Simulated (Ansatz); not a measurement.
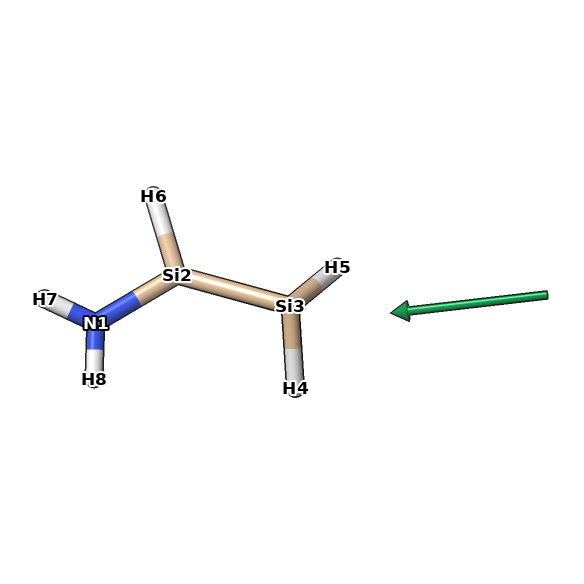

The arrow beside the molecule shows the direction of the dipole moment, from the negative to the positive end (its length means nothing). The geometry was computed by an optimisation with PBE0-D4/def2-TZVP. No frequency run is at hand to confirm it as a minimum. Level of theory: RKS PBE0-D4/def2-TZVP (Ansatz 0.2.0).

### Estimate the dipole moment.

3.60 D; it points from the side of H5 to the side of H7 (the outermost atoms at the two ends).
